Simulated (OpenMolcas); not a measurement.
## Geometry relaxation, with input and output: N2O (part 2 of 3)

Continued. System: N2O. Method: CASSCF/ANO-RCC-VDZP, DKH2 (OpenMolcas 26.06). The geometry comes from this level: PBE0-D4/def2-TZVP.

Geometry of the input (Å):
```
N  -0.5117  1.0013  -0.1679
N  -0.0084  0.0165  -0.0028
O  0.5201  -1.0178  0.1707
```

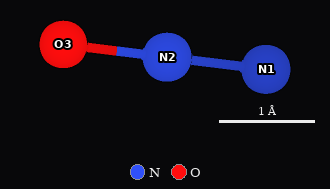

Figure 1. The input geometry (ball-and-stick view, seen at a tilt; atoms are numbered from 1 in the order of the input).

## Output, continued
```
      LoProp population analysis for root number:  1
      -----------------------------------------------

++    LoProp analysis:
      ----------------

++    Static properties:
      ------------------

      LoProp Charges per center

                   N1       N2       O3
      Nuclear      7.0000   7.0000   8.0000
      Electronic  -7.2001  -6.5270  -8.2730

      Total       -0.2001   0.4730  -0.2730
--

      Natural Bond Order analysis for root number:  1

++    Natural Bond Order analysis
      ---------------------------
      Based on LoProp computed density
      -------------------------------------------------------------------------------------
      Atom A       Atom B       Bond Order
      -------------------------------------------------------------------------------------
      NBO located      0.996 non-bonded electrons on atom N1
      NBO located      0.998 non-bonded electrons on atom N2
      NBO located      0.998 non-bonded electrons on atom O3
      NBO located      0.962 non-bonded electrons on atom O3
      The remaining    8.136 electrons are to be considered as diffuse
--

--

      Average orbitals are written to the RASORB file
      Natural orbitals for root   1 are written to the RASORB.1 file
      Spin density orbitals for root   1 are written to the SPDORB.1 file

--- Stop Module: rasscf /rc=_RC_ALL_IS_WELL_ ---
--- Module rasscf spent 1 second ---

--- Start Module: slapaf ---

                                              &SLAPAF

                       available to each process: 1.9 GB of memory, 1 thread

--- Stop Module: slapaf /rc=_RC_INVOKED_OTHER_MODULE_ ---

--- Start Module: alaska ---

                                              &ALASKA

                       available to each process: 1.9 GB of memory, 1 thread

                     Threshold for contributions to the gradient: 1.000E-07

                    ********************************************
                    * Symmetry Adapted Cartesian Displacements *
                    ********************************************

           Irreducible representation : a
           Basis function(s) of irrep: x, y, xy, Rz, z, xz, Ry, yz, Rx, I

 Basis Label        Type   Center Phase
   1   N1           x         1     1
   2   N1           y         1     1
   3   N1           z         1     1
   4   N2           x         2     1
   5   N2           y         2     1
   6   N2           z         2     1
   7   O3           x         3     1
   8   O3           y         3     1
   9   O3           z         3     1

                     No automatic utilization of translational and rotational invariance of the energy is employed.

 RI-ERI gradients!

 **************************************************
 *              Molecular gradients               *
 **************************************************

  Irreducible representation: a
 ------------------------------------------------------------------------------------------
                              X                       Y                       Z
 ------------------------------------------------------------------------------------------
  N1               -2.25303773798373E-02    4.40708636448122E-02   -7.38097437358842E-03
  N2                2.35534519814423E-02   -4.60597241946368E-02    7.70752988668821E-03
  O3               -1.02307460158535E-03    1.98886054979219E-03   -3.26555513108229E-04
 ------------------------------------------------------------------------------------------

--- Stop Module: alaska /rc=_RC_ALL_IS_WELL_ ---
--- Module alaska spent 1 second ---

--- Start Module: slapaf ---

                                              &SLAPAF

                       available to each process: 1.9 GB of memory, 1 thread

++       Slapaf input parameters:
         ------------------------

 Maximum number of iterations:                40
 Convergence test a la Schlegel.
 Convergence criterion on gradient/para.<=: 3.0E-04
 Convergence criterion on step/parameter<=: 3.0E-04
 Convergence criterion on energy change <=: 0.0E+00
 Parameters for step-restricted optimization
 Maximum step length (initial seed):       3.00E-01

 -RFO activated with parameters:
   Maximum number of data points used in RFO:      5
 Line search is performed

 -Optimization for minimum.
  Optimization method: RS-RFO.

 -Initial Hessian guessed by Hessian Model Function (HMF).
  HMF augmented with weak interactions.

 -Hessian update method: Broyden-Fletcher-Goldfarb-Shanno
  Maximum number of points in Hessian update:  5

 -Relaxation will be done on non-redundant internal coordinates, based on
  force constant weighted redundant internal coordinates.

--

 ******************************************
 * Statistics of the internal coordinates *
 ******************************************
 Translations and Rotations:         0
 Bonds                     :         2
 Angles                    :         2
 Torsions                  :         0
 Out-of-plane angles       :         0

**********************************************************************************************************************
*                                    Energy Statistics for Geometry Optimization                                     *
**********************************************************************************************************************
                       Energy     Grad      Grad              Step                 Estimated   Geom       Hessian
Iter      Energy       Change     Norm      Max    Element    Max     Element     Final Energy Update Update   Index
  1   -183.97025887  0.00000000 0.072423  0.043030 nrc001   0.033206  nrc001     -183.97121203 RS-RFO  None      0

       +----------------------------------+----------------------------------+
       +    Cartesian Displacements       +    Gradient in internals         +
       +  Value      Threshold Converged? +  Value      Threshold Converged? +
 +-----+----------------------------------+----------------------------------+
 + RMS + 1.7292E-02  1.2000E-03     No    + 4.1814E-02  3.0000E-04     No    +
 +-----+----------------------------------+----------------------------------+
 + Max + 2.4404E-02  1.8000E-03     No    + 4.3030E-02  4.5000E-04     No    +
 +-----+----------------------------------+----------------------------------+

 Convergence not reached yet!

*****************************************************************************************************************
*****************************************************************************************************************

++ Geometry section

********************************************************************************
  Geometrical information of the new structure
********************************************************************************

 *********************************************************
 * Nuclear coordinates for the next iteration / bohr     *
 *********************************************************
  ATOM              X               Y               Z
  N1              -0.955983        1.870692       -0.313690
  N2              -0.021992        0.043124       -0.007278
  O3               0.977975       -1.913816        0.320968

 *********************************************************
 * Nuclear coordinates for the next iteration / angstrom *
 *********************************************************
  ATOM              X               Y               Z
  N1              -0.505884        0.989928       -0.165997
  N2              -0.011638        0.022820       -0.003851
  O3               0.517522       -1.012748        0.169849

                    ***************************************
                    *    InterNuclear Distances / bohr    *
                    ***************************************

               1 N1            2 N2            3 O3
    1 N1       0.000000
    2 N2       2.075146        0.000000
    3 O3       4.297148        2.222002        0.000000

                    *******************************************
                    *    InterNuclear Distances / angstrom    *
                    *******************************************

               1 N1            2 N2            3 O3
    1 N1       0.000000
    2 N2       1.098120        0.000000
    3 O3       2.273953        1.175833        0.000000

                    **************************************
                    *    Valence Bond Angles / degree    *
                    **************************************
                          Atom centers                 Phi
                      1 N1       2 N2       3 O3       179.99
--
--- Stop Module: slapaf /rc=_RC_CONTINUE_LOOP_ ---

>>> END DO

--- Start Module: seward ---
--- Stop Module: seward /rc=_RC_ALL_IS_WELL_ ---

--- Start Module: rasscf ---
--- Stop Module: rasscf /rc=_RC_ALL_IS_WELL_ ---

--- Start Module: slapaf ---
--- Stop Module: slapaf /rc=_RC_INVOKED_OTHER_MODULE_ ---

--- Start Module: alaska ---
--- Stop Module: alaska /rc=_RC_ALL_IS_WELL_ ---
--- Module alaska spent 1 second ---

--- Start Module: slapaf ---

**********************************************************************************************************************
*                                    Energy Statistics for Geometry Optimization                                     *
**********************************************************************************************************************
                       Energy     Grad      Grad              Step                 Estimated   Geom       Hessian
Iter      Energy       Change     Norm      Max    Element    Max     Element     Final Energy Update Update   Index
  1   -183.97025887  0.00000000 0.072423  0.043030 nrc001   0.033206  nrc001     -183.97121203 RS-RFO  None      0
  2   -183.97120284 -0.00094397 0.006072  0.005834 nrc002   0.004261  nrc002     -183.97121528 RS-RFO  BFGS      0

       +----------------------------------+----------------------------------+
       +    Cartesian Displacements       +    Gradient in internals         +
       +  Value      Threshold Converged? +  Value      Threshold Converged? +
 +-----+----------------------------------+----------------------------------+
 + RMS + 2.3632E-03  1.2000E-03     No    + 3.5055E-03  3.0000E-04     No    +
 +-----+----------------------------------+----------------------------------+
 + Max + 3.2105E-03  1.8000E-03     No    + 5.8336E-03  4.5000E-04     No    +
 +-----+----------------------------------+----------------------------------+

 Convergence not reached yet!

*****************************************************************************************************************
*****************************************************************************************************************

++ Geometry section

********************************************************************************
  Geometrical information of the new structure
********************************************************************************

 *********************************************************
 * Nuclear coordinates for the next iteration / bohr     *
 *********************************************************
  ATOM              X               Y               Z
  N1              -0.957062        1.872815       -0.314052
  N2              -0.022363        0.043827       -0.007385
  O3               0.979424       -1.916642        0.321436

 *********************************************************
 * Nuclear coordinates for the next iteration / angstrom *
 *********************************************************
  ATOM              X               Y               Z
  N1              -0.506455        0.991051       -0.166189
  N2              -0.011834        0.023192       -0.003908
  O3               0.518289       -1.014243        0.170097

--
--- Stop Module: slapaf /rc=_RC_CONTINUE_LOOP_ ---

>>> END DO

--- Start Module: seward ---
--- Stop Module: seward /rc=_RC_ALL_IS_WELL_ ---

--- Start Module: rasscf ---
--- Stop Module: rasscf /rc=_RC_ALL_IS_WELL_ ---

--- Start Module: slapaf ---
--- Stop Module: slapaf /rc=_RC_INVOKED_OTHER_MODULE_ ---

--- Start Module: alaska ---
--- Stop Module: alaska /rc=_RC_ALL_IS_WELL_ ---
--- Module alaska spent 1 second ---

--- Start Module: slapaf ---
```
